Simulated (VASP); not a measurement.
Band structure of HgTe (space group P3_221). Method: PBEsol GGA, VASP's PBE PAW potentials (set 64) (plane waves; VASP 6.6.1).

Unless said otherwise, spin-orbit coupling is left out, though it shifts the bands of the heavy elements here.

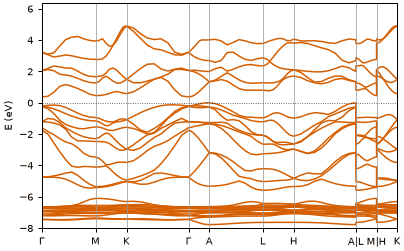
Fig. 1. Bands along high-symmetry lines, zero at the valence-band maximum or, without a gap, the Fermi level

Question: Read the plot: is there a gap, and where are the band edges?

Answer: The gap is indirect, 0.37 eV, from the valence maximum at A to the conduction minimum at Γ. (Edges off the drawn lines would not show.)

The structure comes from a computed database's HgTe entry (P3_221); how it stands against other phases isn't given here. It was relaxed first, which changed the volume by -8 %.
